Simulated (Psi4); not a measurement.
## Run report: OF2, geometry relaxation (part 3 of 3)

OF2 (oxygen difluoride); r2SCAN-3c/def2-mTZVPP, RKS (Psi4 1.11). The geometry comes from this level: PBE0-D4/def2-TZVP.

Output, continued
```
	total time  =          1 seconds =       0.02 minutes

    			-----------------------------------------

    			 OPTKING 3.0: for geometry optimizations

    			        with contributions from

    			-----------------------------------------

	                            ===> Fragment 1 <==

	 Z (Atomic Numbers)          Masses                          Geom
	       9.000000            18.998403         -0.90831927  1.95894930  0.00000000
	       8.000000            15.994915         -0.90831927 -0.70537305  0.00000000
	       9.000000            18.998403          1.67304087 -1.36508982  0.00000000

	 - Coordinate -           - BOHR/RAD -       - ANG/DEG -
	 R(1,2)           =         2.664322           1.409899
	 R(2,3)           =         2.664329           1.409902
	 B(1,2,3)         =         1.821010         104.336182

	        --- Internal Coordinate Step in ANG or DEG, aJ/ANG or AJ/DEG ---
	-------------------------------------------------------------------------------
	           Coordinate      Previous         Force          Change          New
	           ----------      --------        ------          ------        ------
	               R(1,2)       1.40990       -0.00143       -0.00036       1.40954
	               R(2,3)       1.40990       -0.00144       -0.00036       1.40954
	             B(1,2,3)     104.33618        0.00010        0.22752     104.56370
	-------------------------------------------------------------------------------

	                                 ==> Convergence Check <==

	Measures of convergence in internal coordinates in au.

	Criteria marked as inactive (o), active & met (*), and active & unmet ( ).

	----------------------------------------------------------------------------------------------
	   Step    Total Energy     Delta E     Max Force     RMS Force      Max Disp      RMS Disp
	----------------------------------------------------------------------------------------------
	  Convergence Criteria     1.00e-06 *    3.00e-04 *             o    1.20e-03 *             o
	----------------------------------------------------------------------------------------------
	     3    -274.66255972   -9.02e-05      1.36e-03      7.98e-04 o    3.97e-03      2.36e-03 o  ~
	----------------------------------------------------------------------------------------------

Next Geometry in Ang
	Fragment 1 (Ang)

	    F  -0.4821786884   1.0372618491   0.0000000000
	    O  -0.4793798304  -0.3722722792   0.0000000000
	    F   0.8855699017  -0.7240000129   0.0000000000

    Structure for next step:
    Molecular point group: cs
    Full point group: Cs

    Geometry (in Angstrom), charge = 0, multiplicity = 1:

    F
    O             1          r2
    F             2          r3      1          a3

    a3        =  104.5637012218
    r2        =    1.4095369071
    r3        =    1.4095389919

gradient() will perform analytic gradient computation.

  ==> Geometry <==

    Molecular point group: cs
    Full point group: Cs

    Geometry (in Angstrom), charge = 0, multiplicity = 1:

       Center              X                  Y                   Z               Mass
    ------------   -----------------  -----------------  -----------------  -----------------
         F           -0.480046663419     1.038272458511     0.000000000000    18.998403162730
         O           -0.480046663419    -0.371264448613     0.000000000000    15.994914619570
         F            0.884201966842    -0.725701812127     0.000000000000    18.998403162730

  Running in cs symmetry.

  Rotational constants: A =      2.01397  B =      0.35687  C =      0.30315 [cm^-1]
  Rotational constants: A =  60377.42664  B =  10698.69701  C =   9088.28114 [MHz]
  Nuclear repulsion =   73.282813465256339

  Charge       = 0
  Multiplicity = 1
  Electrons    = 26
  Nalpha       = 13
  Nbeta        = 13

   => Molecular Quadrature <=

    Radial Scheme          =       TREUTLER
    Pruning Scheme         =           NONE
    Nuclear Scheme         =       TREUTLER

    Blocking Scheme        =         OCTREE
    BS radius alpha        =              1
    Pruning alpha          =              1
    Radial Points          =             75
    Spherical Points       =            302
    Total Points           =          65181
    Total Blocks           =            542
    Max Points             =            256
    Max Functions          =             70
    Weights Tolerance      =       1.00E-15

   => Auxiliary Basis Set <=

  Basis Set: (DEF2-MTZVPP AUX)
    Blend: DEF2-UNIVERSAL-JKFIT
    Number of shells: 75
    Number of basis functions: 231
    Number of Cartesian functions: 279
    Spherical Harmonics?: true
    Max angular momentum: 4

  Cached 100.0% of DFT collocation blocks in 0.303 [GiB].

  Minimum eigenvalue in the overlap matrix is 1.2881113758E-03.
  Reciprocal condition number of the overlap matrix is 2.7268955804E-04.
    Using symmetric orthogonalization.

  ==> Iterations <==

                           Total Energy        Delta E     RMS |[F,P]|

   @DF-RKS iter   0:  -274.66284018171592   -2.74663e+02   1.12328e-04
   @DF-RKS iter   1:  -274.66255811668987    2.82065e-04   2.56285e-05 DIIS
   @DF-RKS iter   2:  -274.66255444427037    3.67242e-06   6.60934e-05 DIIS
   @DF-RKS iter   3:  -274.66255878094984   -4.33668e-06   6.91231e-06 DIIS
   @DF-RKS iter   4:  -274.66255882611426   -4.51644e-08   1.09803e-06 DIIS
   @DF-RKS iter   5:  -274.66255882625046   -1.36197e-10   1.03466e-06 DIIS
   @DF-RKS iter   6:  -274.66255882731747   -1.06701e-09   2.45807e-07 DIIS
   @DF-RKS iter   7:  -274.66255882737812   -6.06519e-11   9.97880e-09 DIIS
  Energy and wave function converged.

  ==> Post-Iterations <==

   Electrons on quadrature grid:
      Ntotal   =   26.0000130858 ; deviation = 1.309e-05

    Orbital Energies [Eh]
    ---------------------

    Doubly Occupied:

       1Ap   -24.572549     2Ap   -24.572543     3Ap   -19.175454
       4Ap    -1.299277     5Ap    -1.194450     6Ap    -0.913838
       7Ap    -0.594026     8Ap    -0.539041     1App   -0.503205
       2App   -0.417969     9Ap    -0.414696    10Ap    -0.406088
       3App   -0.297824

    Virtual:

      11Ap    -0.147108    12Ap    -0.109371    13Ap     0.299743
      14Ap     0.321347    15Ap     0.344112     4App    0.406744
      16Ap     0.457460    17Ap     0.465174     5App    0.493050
       6App    0.526251    18Ap     0.529453    19Ap     0.643637
       7App    0.651244     8App    0.668869    20Ap     0.671414
      21Ap     0.698342    22Ap     0.741864     9App    0.804735
      23Ap     0.860477    24Ap     0.935251    10App    0.957621
      11App    1.139709    25Ap     1.140676    26Ap     1.157683
      12App    1.159415    27Ap     1.226071    28Ap     1.316497
      29Ap     1.368426    30Ap     1.522744    31Ap     2.401391
      13App    2.452827    32Ap     2.536580    33Ap     2.608294
      34Ap     2.705759    14App    2.712120    15App    2.714988
      35Ap     2.746309    36Ap     2.884275    37Ap     3.155102
      16App    3.164322    17App    3.173212    38Ap     3.191180
      39Ap     3.240974    40Ap     3.250804    18App    3.304607
      41Ap     3.369936    42Ap     3.378855    19App    3.383571
      43Ap     3.485308    20App    3.521556    21App    3.521883
      44Ap     3.655273    45Ap     4.092261    46Ap     4.228743
      47Ap     4.728393    48Ap     4.845748    49Ap    43.255118
      50Ap    57.166044    51Ap    57.334656

    Final Occupation by Irrep:
             Ap   App
    DOCC [    10,    3 ]
    NA   [    10,    3 ]
    NB   [    10,    3 ]

  @DF-RKS Final Energy:  -274.66255882737812

   => Energetics <=

    Nuclear Repulsion Energy =             73.2828134652563392
    One-Electron Energy =                -527.2504905145690373
    Two-Electron Energy =                 208.4821971480537286
    DFT Exchange-Correlation Energy =     -29.1826878917833881
    Empirical Dispersion Energy =           0.0056089656642616
    VV10 Nonlocal Energy =                  0.0000000000000000
    Total Energy =                       -274.6625588273781204

Computation Completed

Properties will be evaluated at   0.000000,   0.000000,   0.000000 [a0]

Properties computed using the SCF density matrix

 Multipole Moments:

 ------------------------------------------------------------------------------------
     Multipole            Electronic (a.u.)      Nuclear  (a.u.)        Total (a.u.)
 ------------------------------------------------------------------------------------

 L = 1.  Multiply by 2.5417464519 to convert [e a0] to [Debye]
 Dipole X            :          0.2988977           -0.3835682           -0.0846705
 Dipole Y            :          0.2311686           -0.2966488           -0.0654802
 Dipole Z            :          0.0000000            0.0000000            0.0000000
 Magnitude           :                                                    0.1070362

 ------------------------------------------------------------------------------------

	total time  =          3 seconds =       0.05 minutes

         ------------------------------------------------------------
                                   SCF GRAD
         ------------------------------------------------------------

  ==> Geometry <==

    Molecular point group: cs
    Full point group: Cs

    Geometry (in Angstrom), charge = 0, multiplicity = 1:

       Center              X                  Y                   Z               Mass
    ------------   -----------------  -----------------  -----------------  -----------------
         F           -0.480046663419     1.038272458511     0.000000000000    18.998403162730
         O           -0.480046663419    -0.371264448613     0.000000000000    15.994914619570
         F            0.884201966842    -0.725701812127     0.000000000000    18.998403162730

  Nuclear repulsion =   73.282813465256339

   => Molecular Quadrature <=

    Radial Scheme          =       TREUTLER
    Pruning Scheme         =           NONE
    Nuclear Scheme         =       TREUTLER

    Blocking Scheme        =         OCTREE
    BS radius alpha        =              1
    Pruning alpha          =              1
    Radial Points          =             75
    Spherical Points       =            302
    Total Points           =          65181
    Total Blocks           =            542
    Max Points             =            256
    Max Functions          =             70
    Weights Tolerance      =       1.00E-15

  -Total Gradient:
     Atom            X                  Y                   Z
    ------   -----------------  -----------------  -----------------
       1       -0.000274315084    -0.000213481249     0.000000000000
       2       -0.000295569790    -0.000227784118     0.000000000000
       3       -0.000274807421    -0.000212026767     0.000000000000

	total time  =          1 seconds =       0.02 minutes

    			-----------------------------------------

    			 OPTKING 3.0: for geometry optimizations

    			        with contributions from

    			-----------------------------------------

	                            ===> Fragment 1 <==

	 Z (Atomic Numbers)          Masses                          Geom
	       9.000000            18.998403         -0.90715672  1.96205059  0.00000000
	       8.000000            15.994915         -0.90715672 -0.70158813  0.00000000
	       9.000000            18.998403          1.67089956 -1.37137767  0.00000000

	 - Coordinate -           - BOHR/RAD -       - ANG/DEG -
	 R(1,2)           =         2.663639           1.409537
	 R(2,3)           =         2.663643           1.409539
	 B(1,2,3)         =         1.824981         104.563701

	        --- Internal Coordinate Step in ANG or DEG, aJ/ANG or AJ/DEG ---
	-------------------------------------------------------------------------------
	           Coordinate      Previous         Force          Change          New
	           ----------      --------        ------          ------        ------
	               R(1,2)       1.40954       -0.00004       -0.00001       1.40953
	               R(2,3)       1.40954       -0.00004       -0.00001       1.40953
	             B(1,2,3)     104.56370        0.00000        0.00326     104.56696
	-------------------------------------------------------------------------------

	                                 ==> Convergence Check <==

	Measures of convergence in internal coordinates in au.

	Criteria marked as inactive (o), active & met (*), and active & unmet ( ).

	----------------------------------------------------------------------------------------------
	   Step    Total Energy     Delta E     Max Force     RMS Force      Max Disp      RMS Disp
	----------------------------------------------------------------------------------------------
	  Convergence Criteria     1.00e-06 *    3.00e-04 *             o    1.20e-03 *             o
	----------------------------------------------------------------------------------------------
	     4    -274.66255883    8.91e-07 *    1.93e-05 *    1.18e-05 o    5.68e-05 *    3.51e-05 o  ~
	----------------------------------------------------------------------------------------------

Next Geometry in Ang
	Fragment 1 (Ang)

	    F  -0.4800673828   1.0382794772   0.0000000000
	    O  -0.4800271503  -0.3712497467   0.0000000000
	    F   0.8842031732  -0.7257235328   0.0000000000

    Final optimized geometry and variables:
    Molecular point group: cs
    Full point group: Cs

    Geometry (in Angstrom), charge = 0, multiplicity = 1:

    F
    O             1          r2
    F             2          r3      1          a3

    a3        =  104.5637012218
    r2        =    1.4095369071
    r3        =    1.4095389919

  Variable Map:
  ----------------------------------------------------------------------------
  "CURRENT ENERGY"                        =>    -274.662558827378
  "CURRENT REFERENCE ENERGY"              =>    -274.662558827378
  "DD SOLVATION ENERGY"                   =>       0.000000000000
  "DFT FUNCTIONAL TOTAL ENERGY"           =>    -274.668167793042
  "DFT TOTAL ENERGY"                      =>    -274.662558827378
  "DFT VV10 ENERGY"                       =>       0.000000000000
  "DFT XC ENERGY"                         =>     -29.182687891783
  "DISPERSION CORRECTION ENERGY"          =>      -0.000166736736
  "GRID ELECTRONS ALPHA"                  =>      13.000006542893
  "GRID ELECTRONS BETA"                   =>      13.000006542893
  "GRID ELECTRONS TOTAL"                  =>      26.000013085785
  "NUCLEAR REPULSION ENERGY"              =>      73.282813465256
  "ONE-ELECTRON ENERGY"                   =>    -527.250490514569
  "OPTIMIZATION ITERATIONS"               =>       4.000000000000
  "PCM POLARIZATION ENERGY"               =>       0.000000000000
  "PE ENERGY"                             =>       0.000000000000
  "R2SCAN3C DISPERSION CORRECTION ENERGY" =>      -0.000166736736
  "SCF ITERATION ENERGY"                  =>    -274.662558827378
  "SCF ITERATIONS"                        =>       7.000000000000
  "SCF TOTAL ENERGY"                      =>    -274.662558827378
  "TWO-ELECTRON ENERGY"                   =>     208.482197148054
  "XC GRID RADIAL POINTS"                 =>      75.000000000000
  "XC GRID SPHERICAL POINTS"              =>     302.000000000000
  "XC GRID TOTAL POINTS"                  =>   65181.000000000000

  Array Variable Map:
  ----------------------------------------------------------------------------
  "-D GRADIENT"                           =>       0.000940137756 ... 0.000000000000 3 by 3
  "CURRENT DIPOLE"                        =>      -0.084670523473 ... 0.000000000000 1 by 3
  "CURRENT GRADIENT"                      =>      -0.000274315084 ... 0.000000000000 3 by 3
  "DFT TOTAL GRADIENT"                    =>      -0.000274315084 ... 0.000000000000 3 by 3
  "DISPERSION CORRECTION GRADIENT"        =>      -0.000001411893 ... 0.000000000000 3 by 3
  "R2SCAN3C DISPERSION CORRECTION GRADIENT" =>      -0.000001411893 ... 0.000000000000 3 by 3
  "SCF DIPOLE"                            =>      -0.084670523473 ... 0.000000000000 1 by 3
  "SCF TOTAL ENERGIES"                    =>    -274.662840181716 ... -274.662558827378 1 by 8
  "SCF TOTAL GRADIENT"                    =>      -0.000274315084 ... 0.000000000000 3 by 3

    Psi4 run time: 0:00:19.84

[set-up sections that repeat, and orbital energies of the middle runs, are left out above]
```

Standard output
```
Optimizer: Optimization complete!
```

Trajectory as extended XYZ (Å, eV, eV/Å), 4 frames, from step=0 to step=3
```
3
Properties=species:S:1:pos:R:3:forces:R:3 step=0 energy=-7473.91648
F     0.9533   -0.3400    0.4883    0.8385  -0.6493   0.3911
O     0.0005    0.5639    0.0620    0.0008   1.1393   0.1252
F    -0.9538   -0.2240   -0.5503   -0.8394  -0.5471  -0.5226
3
Properties=species:S:1:pos:R:3:forces:R:3 step=1 energy=-7473.94655
F     0.9763   -0.3559    0.4992    0.0767  -0.2061   0.0197
O     0.0074    0.5632    0.0658    0.0042   0.3456   0.0402
F    -0.9826   -0.2075   -0.5644   -0.0816  -0.1940  -0.0662
3
Properties=species:S:1:pos:R:3:forces:R:3 step=2 energy=-7473.94900
F     0.9754   -0.3495    0.4994    0.0080   0.0073   0.0052
O     0.0025    0.5734    0.0642   -0.0003  -0.0704  -0.0079
F    -0.9777   -0.2224   -0.5633   -0.0079   0.0083  -0.0034
3
Properties=species:S:1:pos:R:3:forces:R:3 step=3 energy=-7473.94898
F     0.9762   -0.3511    0.4997   -0.0001  -0.0178  -0.0020
O     0.0036    0.5717    0.0646   -0.0001  -0.0191  -0.0022
F    -0.9793   -0.2194   -0.5639   -0.0001  -0.0177  -0.0020
```

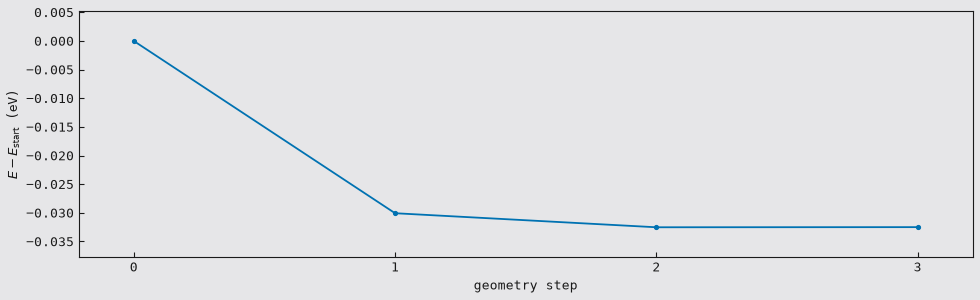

Progress of the relaxation, step by step (steps are counted from 0).

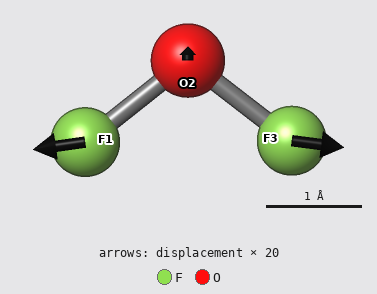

The starting structure with the displacements as black arrows, magnified 20 times (ball-and-stick view, seen at a tilt). The two geometries are laid on each other by the best rigid fit. Over 3 geometry steps the energy falls by 0.032 eV. The largest force component goes from 1.1 to 0.019 eV/Å. The largest moves after the best rigid fit, 0.028 Å, are those of F1 and F3. By element the largest moves are F 0.028 Å, O 0.008 Å. Among the contacts that change: F1–O2 1.381 → 1.410 Å. (Atoms are counted from 1 in the order of the input.)

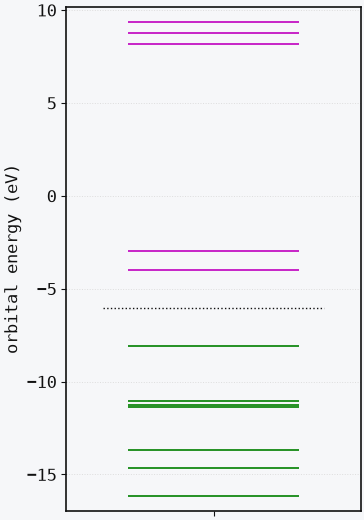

Orbital energies near the frontier; the dotted line parts filled from empty levels, and levels within 0.02 eV of each other stand side by side. Highest filled −8.10 eV, lowest empty −4.00 eV, 4.10 eV apart.

The run was set up as follows.

Input (input.inp)
```
memory 1600 mb

molecule {
  F
  O 1 r2
  F 2 r3 1 a3

  r2 = 1.380733
  r3 = 1.380745
  a3 = 103.90453
}

set globals {
  reference    rks
  geom_maxiter 60
}

result, w = opt('r2scan-3c', return_wfn=True)
print_variables()
```

Launched with:
```bash
psi4 input.inp input.out -n 1
```

Key numbers

| quantity | value |
| --- | --- |
| outcome | converged |
| total energy | −274.662559 hartree |
| dispersion energy | −0.000167 hartree |
| HOMO | −8.10 eV |
| LUMO | −4.00 eV |
| dipole moment | 0.27 D |
| hardware | 1 thread of AMD EPYC (Zen 3), 24 GiB of memory available, shared host |
| wall time | 21 s |
| peak memory | 0.54 GiB |
